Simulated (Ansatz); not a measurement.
# One shape, several levels: CHBClN (SMILES N#CBCl)

Wanted: a comparison of 6 runs (HF/STO-3G, HF/3-21G, HF/def2-SVP, HF/pcseg-2, CAM-B3LYP/pcseg-1, CCSD(T)/aug-cc-pVDZ) of CHBClN. 

The calculation is run with Ansatz 0.2.0.

5 further runs of the same task are left out: 1 for a known fault of the program, 2 that didn't finish, 2 set aside as unsound or not needed.

## 1. Starting point

CHBClN has 5 atoms, charge 0, and is taken as a singlet. As SMILES, `N#CBCl`. The shape is that of a PBE0-D4/def2-TZVP optimisation.

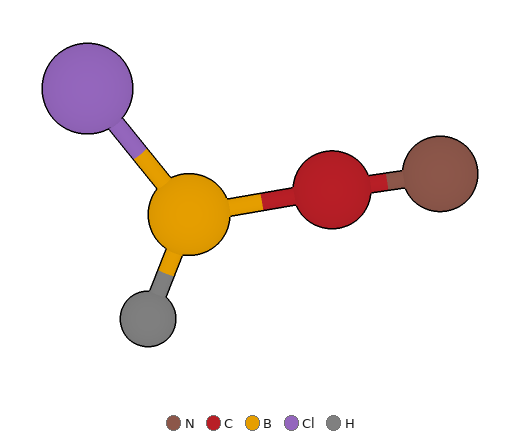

Viewed from a chosen angle; nitrogen brown, carbon red, boron amber, chlorine purple, hydrogen grey.

## 2. Energy and forces at HF/STO-3G (run 1)

input.yaml

```yaml
crystal:
  periodic: [false, false, false]
  atoms:
    - {symbol: N, position_ang: [1.053200, -1.411100, 1.218200]}
    - {symbol: C, position_ang: [0.513400, -0.630900, 0.564200]}
    - {symbol: B, position_ang: [-0.176600, 0.429700, -0.293300]}
    - {symbol: Cl, position_ang: [-1.594500, 0.005200, -1.176200]}
    - {symbol: H, position_ang: [0.254400, 1.533500, -0.354200]}
basis:
  gaussian:
    orbitals: STO-3G
hamiltonian:
  xc: hf
output: {forces: true, orbitals: {seedname: orbitals}}
accuracy: high
total_charge: 0
```

On the command line:

```sh
$ ansatz run input.yaml --threads 1 --pin off --max-ram 2610MiB --events-out events.jsonl --progress --plain --runs-dir runs
```

The program printed:

```text
Warning: RAYON_NUM_THREADS=1 ignored (pool sized by the plan → 1); use --threads N
Functional definition: HF
  name "HF"
  exchange = exact_x
  correlation = 0
462 factors; integrals over basis functions are off by at most 1.1e-8 eV
mean field evaluation 1: about -15525.2343 eV, gradient 3.6e1 eV
mean field evaluation 2: about -15525.2689 eV, gradient 3.6e1 eV
mean field evaluation 4: about -15529.3690 eV, gradient 2.6e0 eV
mean field evaluation 8: about -15529.4065 eV, gradient 2.0e-4 eV
mean field -15529.40381001 eV, -570.6950638101 hartree, gradient 7.8e-8 eV, S^2 0.000000; 0 other end points of the search recorded, 0 dependent functions left out
the calculation of the forces begins
reference -15529.40381001 eV, -570.6950638101 hartree; 18, 18 occupied and 7, 7 virtual orbitals, 462 factors
Total energy: -15529.40381001 eV, -570.6950638101 hartree
Atom 0 at     1.053200    -1.411100     1.218200 Å, force     0.541231    -0.842318     0.676157 eV/Å
Atom 1 at     0.513400    -0.630900     0.564200 Å, force    -0.409931     0.869812    -0.590332 eV/Å
Atom 2 at    -0.176600     0.429700    -0.293300 Å, force     1.339174     0.992872     0.633408 eV/Å
Atom 3 at    -1.594500     0.005200    -1.176200 Å, force    -1.177528    -0.265277    -0.762516 eV/Å
Atom 4 at     0.254400     1.533500    -0.354200 Å, force    -0.292946    -0.755089     0.043283 eV/Å
Dipole moment:     0.012154     0.369695    -0.115973 e Å
```

Wall time 0.38 s (1 thread of Arm Neoverse V1, shared host).

## 3. Energy and gradient at HF/3-21G (run 2)

job.yaml

```yaml
crystal:
  periodic: [false, false, false]
  atoms:
    - {symbol: "N", position_ang: [1.053200, -1.411100, 1.218200]}
    - {symbol: C, position_ang: [0.513400, -0.630900, 0.564200]}
    - {symbol: B, position_ang: [-0.176600, 0.429700, -0.293300]}
    - {symbol: Cl, position_ang: [-1.594500, 0.005200, -1.176200]}
    - {symbol: H, position_ang: [0.254400, 1.533500, -0.354200]}
basis:
  gaussian:
    orbitals: 3-21G.json
hamiltonian:
  xc: hf
accuracy: high
output: {forces: true, orbitals: {seedname: orbitals}}
```

The basis set 3-21G is read from a file made from the Basis Set Exchange's data (not shown).

On the command line:

```sh
$ ansatz run job.yaml --threads 1 --pin off --max-ram 2610MiB --events-out events.jsonl --progress --plain --runs-dir runs
```

The program printed:

```text
Warning: RAYON_NUM_THREADS=1 ignored (pool sized by the plan → 1); use --threads N
[... 4 set-up lines as earlier in the session ...]
943 factors; integrals over basis functions are off by at most 5.5e-9 eV
mean field evaluation 1: about -15623.5203 eV, gradient 2.7e1 eV
mean field evaluation 2: about -15623.7966 eV, gradient 2.7e1 eV
mean field evaluation 4: about -15625.9664 eV, gradient 2.9e0 eV
mean field evaluation 8: about -15626.0115 eV, gradient 7.3e-4 eV
mean field -15626.01145952 eV, -574.2453294464 hartree, gradient 1.4e-8 eV, S^2 0.000000; 0 other end points of the search recorded, 0 dependent functions left out
the calculation of the forces begins
reference -15626.01145952 eV, -574.2453294464 hartree; 18, 18 occupied and 24, 24 virtual orbitals, 943 factors
Total energy: -15626.01145952 eV, -574.2453294464 hartree
Atom 0 at     1.053200    -1.411100     1.218200 Å, force    -0.648619     0.906082    -0.775055 eV/Å
Atom 1 at     0.513400    -0.630900     0.564200 Å, force     0.757675    -0.809232     0.821331 eV/Å
Atom 2 at    -0.176600     0.429700    -0.293300 Å, force     1.261310     0.481495     0.749826 eV/Å
Atom 3 at    -1.594500     0.005200    -1.176200 Å, force    -1.222794    -0.237930    -0.804519 eV/Å
Atom 4 at     0.254400     1.533500    -0.354200 Å, force    -0.147573    -0.340414     0.008417 eV/Å
Dipole moment:    -0.023446     0.423153    -0.159792 e Å
```

Wall time 0.83 s (1 thread of Arm Neoverse V1, shared host).

Runs 3 to 4 aren't shown in full; the table further down has their settings and results.

## 4. Energy and forces at CAM-B3LYP/pcseg-1 (run 5)

in.yaml

```yaml
crystal:
  periodic: [false, false, false]
  atoms:
    - {symbol: N, position_ang: [1.053200, -1.411100, 1.218200]}
    - {symbol: C, position_ang: [0.513400, -0.630900, 0.564200]}
    - {symbol: B, position_ang: [-0.176600, 0.429700, -0.293300]}
    - {symbol: Cl, position_ang: [-1.594500, 0.005200, -1.176200]}
    - {symbol: H, position_ang: [0.254400, 1.533500, -0.354200]}
basis:
  gaussian: {orbitals: pcseg-1.json}
hamiltonian: {xc: {name: CAM-B3LYP}}
output: {forces: true, orbitals: {seedname: orbitals}}
accuracy: high
```

The basis set pcseg-1 is read from a file made from the Basis Set Exchange's data (not shown).

On the command line:

```sh
$ ansatz run in.yaml --threads 1 --pin off --max-ram 2610MiB --events-out events.jsonl --progress --plain --runs-dir runs
```

The program printed:

```text
Warning: RAYON_NUM_THREADS=1 ignored (pool sized by the plan → 1); use --threads N
Functional definition: CAM-B3LYP
  name "CAM-B3LYP"
  parameter alpha = 0.19
  parameter beta = 0.46
  parameter omega = 0.33/bohr
  parameter ac = 0.81
  exchange = (1 - alpha - beta)*b88_x + beta*b88_x_sr(omega) + alpha*exact_x + beta*exact_x_lr(omega)
  correlation = (1 - ac)*vwn5_c + ac*lyp_c
1408 factors; integrals over basis functions are off by at most 3.5e-9 eV
327 factors; integrals over basis functions are off by at most 1.8e-9 eV
mean field evaluation 1: about -15737.3824 eV, gradient 3.3e1 eV
mean field evaluation 2: about -15734.8811 eV, gradient 4.8e1 eV
mean field evaluation 4: about -15739.9840 eV, gradient 1.5e0 eV
mean field evaluation 8: about -15740.1235 eV, gradient 2.0e-1 eV
mean field evaluation 16: about -15740.1237 eV, gradient 5.6e-5 eV
mean field -15740.12365286 eV, -578.4388752037 hartree, gradient 5.3e-8 eV, S^2 0.000000; 0 other end points of the search recorded, 0 dependent functions left out
the calculation of the forces begins
reference -15740.12366973 eV, -578.4388758234 hartree; 18, 18 occupied and 47, 47 virtual orbitals, 1408 factors
Total energy: -15740.12366973 eV, -578.4388758234 hartree
Atom 0 at     1.053200    -1.411100     1.218200 Å, force     0.144887    -0.207586     0.175024 eV/Å
Atom 1 at     0.513400    -0.630900     0.564200 Å, force    -0.047580     0.121632    -0.075486 eV/Å
Atom 2 at    -0.176600     0.429700    -0.293300 Å, force     0.126265     0.074830     0.065684 eV/Å
Atom 3 at    -1.594500     0.005200    -1.176200 Å, force    -0.248364    -0.044955    -0.164433 eV/Å
Atom 4 at     0.254400     1.533500    -0.354200 Å, force     0.024791     0.056079    -0.000788 eV/Å
Dipole moment:    -0.175374     0.405101    -0.263659 e Å
```

Run time: 5.4 s. Hardware: 1 thread of Arm Neoverse V1, shared host; peak memory 0.19 GiB.

## 5. Energy and gradient at CCSD(T)/aug-cc-pVDZ (run 6)

job.yaml

```yaml
crystal:
  periodic: [false, false, false]
  atoms:
    - symbol: "N"
      position_ang: [1.053200, -1.411100, 1.218200]
    - symbol: C
      position_ang: [0.513400, -0.630900, 0.564200]
    - symbol: B
      position_ang: [-0.176600, 0.429700, -0.293300]
    - symbol: Cl
      position_ang: [-1.594500, 0.005200, -1.176200]
    - symbol: H
      position_ang: [0.254400, 1.533500, -0.354200]
basis:
  gaussian: {orbitals: aug-cc-pVDZ}
output: {forces: true, orbitals: {seedname: orbitals}}
scf: {omitted_lower_state_checks: [cluster_reference, increment]}
correlation: {method: ccsd_t, frozen_orbitals: {B: 1, C: 1, Cl: 5, H: 0, "N": 1}}
accuracy: high
```

On the command line:

```sh
$ ansatz run job.yaml --threads 1 --pin off --max-ram 2610MiB --events-out events.jsonl --progress --plain --runs-dir runs
```

The program printed:

```text
Warning: RAYON_NUM_THREADS=1 ignored (pool sized by the plan → 1); use --threads N
[... 11 lines left out ...]
8 core orbitals not correlated: weight in the atoms' cores, before any rotation towards them, 1.000 or more for the frozen orbitals, at most 0.000 for the correlated occupied ones
[... 26 lines left out ...]
Total energy: -15719.79905282 eV, -577.6919599288 hartree
[... 5 lines left out ...]
Dipole moment:    -0.212399     0.395907    -0.287352 e Å
Checks for a lower state left out: cluster_reference, increment
```

Wall time 2.1 min (1 thread of Arm Neoverse V1, shared host); peak memory 1.2 GiB.

## 6. Overview of the runs

```
run                level  frozen core orbitals  energy (Eh)  dipole moment (D)  HOMO energy (eV)  LUMO energy (eV)  wall time
  1            HF/STO-3G                     –  -570.695064               1.86            -11.47              3.66     0.38 s
  2             HF/3-21G                     –  -574.245329               2.18            -13.09              0.52     0.83 s
  3          HF/def2-SVP                     –  -576.878047               2.61            -13.02              0.68      1.7 s
  4           HF/pcseg-2                     –  -577.164002               2.72            -13.14              0.46       10 s
  5    CAM-B3LYP/pcseg-1                     –  -578.438876               2.47            -11.13             -2.07      5.4 s
  6  CCSD(T)/aug-cc-pVDZ                     8  -577.691960               2.56            -13.13              0.39    2.1 min
```

## 7. What came out

```
                                          quantity          value
                               run 6: total energy  -577.69196 Eh
         run 6: dipole moment (correlated density)         2.56 D
        run 6: HOMO energy (Hartree–Fock orbitals)      -13.13 eV
        run 6: LUMO energy (Hartree–Fock orbitals)        0.39 eV
      run 6: HOMO–LUMO gap (Hartree–Fock orbitals)       13.52 eV
run 6: correlation energy (8 core orbitals frozen)     -555.9 mEh
                             run 6: (T) correction     -22.14 mEh
                              run 6: T1 diagnostic          0.015
                   run 6: largest force on an atom     3.496 eV/Å
```

What this shows: The dipole moment (its size) runs from 1.86 D (HF/STO-3G) to 2.72 D (HF/pcseg-2). Over runs 1, 2, 3, 4, 5 the HOMO–LUMO gap runs from 9.06 eV (CAM-B3LYP/pcseg-1) to 15.13 eV (HF/STO-3G). The two ends differ in method and basis. In run 1 the basis is minimal, so the values are rough. All runs together took 2.4 min, the longest 2.1 min.
